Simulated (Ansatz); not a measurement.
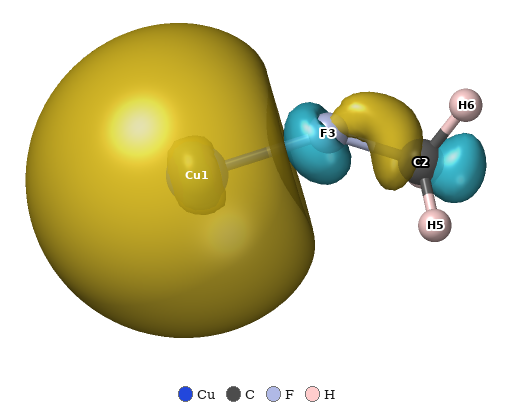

*CH$_{3}$CuF (charge +1). One frontier orbital at ±0.06 Å⁻³ᐟ² (yellow and cyan are the two phases), seen at a tilt.*

Geometry: PBE0-D4/def2-TZVP.

Method: RKS PBE0-D4/def2-TZVPPD (Ansatz 0.2.0).

```yaml
atoms:
  - { symbol: Cu, position_ang: [-0.0732, -0.0041, -2.6230] }
  - { symbol: C, position_ang: [0.0583, 0.0209, 0.6191] }
  - { symbol: F, position_ang: [-0.4869, -0.2280, -0.6953] }
  - { symbol: H, position_ang: [0.1967, 1.0954, 0.7042] }
  - { symbol: H, position_ang: [0.9932, -0.5295, 0.6817] }
  - { symbol: H, position_ang: [-0.6880, -0.3546, 1.3133] }
```

### Which orbital is it: HOMO or LUMO?

The LUMO, at −8.44 eV. Its weight (Hirshfeld) is mainly on Cu1 (about 95 %).
